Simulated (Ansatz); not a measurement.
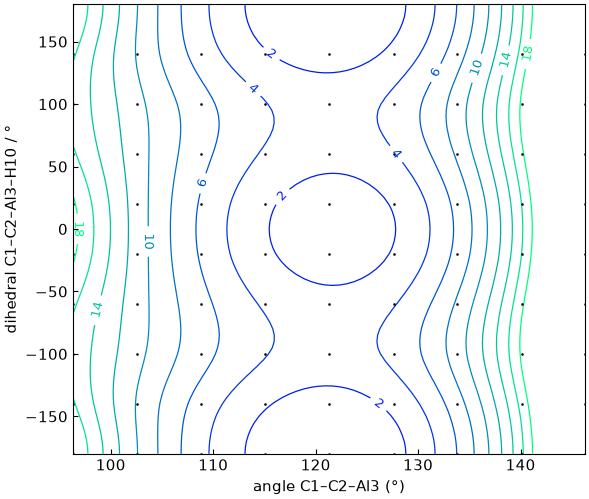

Energy landscape of C3H5AlClF, SMILES C[C]([AlH2])=C(F)Cl. 
- Coordinates scanned: (1) angle C1–C2–Al3; (2) dihedral C1–C2–Al3–H10.
- Nothing is relaxed (all other coordinates rigid).
- Grid: 9 × 9 points.
- All energies are given in kcal/mol relative to the relaxed molecule at the same level.
- Level of theory: Ansatz 0.2.0, RKS B3LYP-D4/def2-SVP.

In the figure: contour lines labelled in kcal/mol (none above 18), dots at the grid points. Between grid points the surface is interpolated. 

Question: What does the map say about the system?

Answer: The lowest grid point is at angle C1–C2–Al3 = 121.3°, dihedral C1–C2–Al3–H10 = −180°, 0.0 kcal/mol from the relaxed molecule at the same level. A higher local minimum lies near angle C1–C2–Al3 = 121.3°, dihedral C1–C2–Al3–H10 = −20° (1.0 kcal/mol above the lowest at that grid point). The highest grid point, angle C1–C2–Al3 = 146.3°, dihedral C1–C2–Al3–H10 = −100°, lies 34.8 kcal/mol above the lowest. On the interpolated surface the easiest way out of the lowest well to the well at about angle C1–C2–Al3 = 122°, dihedral C1–C2–Al3–H10 = 0° passes a barrier of about 3.3 kcal/mol. Round the minimum the two coordinates are nearly uncoupled.

Time for the 81 points that were run: 16 min on 1 thread of Intel(R) Xeon(R) Processor @ 2.50GHz (Skylake/Cascade Lake) (shared host).
